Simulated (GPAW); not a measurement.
# Surface energy and work function of Pt(110) from slabs of 4 to 14 layers (PBE)

How do energy and work function of Pt(110) films settle with thickness, and what surface energy follows?

Set-up. GPAW 26.7.0, plane waves at 450 eV with PAW setups; symmetric 1×1 slabs cut at the tabulated lattice constant (two decimals; low-temperature values for the alkali metals), atoms at bulk places, 7.5 Å of vacuum on each side, one in-plane mesh for all thicknesses, Fermi-Dirac smearing of 0.1 eV. Energies are extrapolated to zero smearing and count from the program's reference atoms. Functional PBE. The cell's area is 10.866 Å².

What came out, but for one run:

| layers | energy (eV) | work function (eV) |
| --- | --- | --- |
| 4 | −23.0743 | 5.32 |
| 5 | −29.4820 | 5.24 |
| 6 | −35.8657 | 5.34 |
| 7 | −42.3090 | 5.22 |
| 8 | −48.7125 | 5.30 |
| 9 | −55.1407 | 5.28 |
| 10 | −61.5562 | 5.25 |
| 11 | −67.9673 | 5.31 |
| 12 | −74.3972 | 5.27 |
| 14 | ? | ? |

Q: What surface energy do these runs give, and what energy and work function should the 14-layer slab have?

**Working.** A slab of n layers has E(n) = nε + 2Aγ once its middle is bulk-like. A line through n = 6 to 12 has the slope ε = −6.4198 eV a layer and the intercept 2Aγ = 2.6428 eV (r.m.s. residual 7.4 meV). So γ = 2.6428 / (2 × 10.866 Å²) = 0.1216 eV/Å² = 1.95 J/m², with a standard error of about 0.01 J/m² from the scatter about the line. For 14 layers: 2.6428 + 14 × (−6.4198) = −87.235 eV; the run gives −87.222 eV, 12.8 meV over the line. The work function has no such law: from 6 to 12 layers it moves between 5.22 and 5.34 eV (mean 5.28), and the 14-layer slab gives 5.29 eV. The thinnest slab, 4 layers, lies +0.04 eV from that mean. The values go up and down with thickness, as expected where levels confined across the film cross the Fermi level one by one. The measured value for this face is 5.53 eV (“Anisotropic work function of elemental crystals” (2019, arxiv:1902.07811)), for a face that reconstructs.

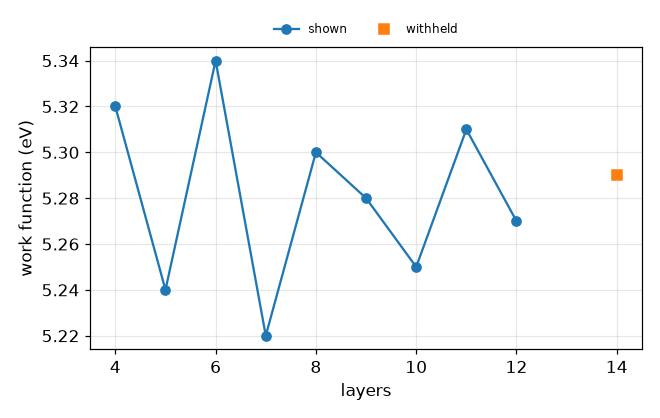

Work function against thickness.

Caveats: The surfaces are unrelaxed, so γ is an upper bound for this functional and lattice constant. The tabulated lattice constant isn't the functional's own, which strains the slab a little. Spin-orbit coupling is left out.
